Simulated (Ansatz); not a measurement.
Consider AlN in the zinc blende structure (space group F-43m, No. 216; a = 4.403 Å).

One thing is altered: every N is replaced by As; the structure is relaxed again.

Level of theory: PBE (Ansatz, an electronic-structure program), no spin-orbit coupling.

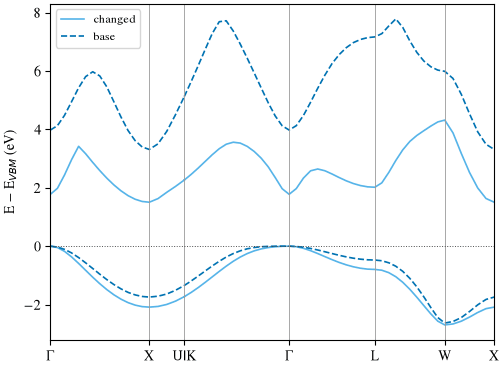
Fig. 1. Highest valence and lowest conduction band along the path, each from its own valence-band maximum

Question: From the figure, how large is the changed gap, and is it direct?

Answer: About 1.5 eV, indirect, Γ → X.

Stability against distortions was not tested. This is not the structure that AlN has at room temperature and ambient pressure.
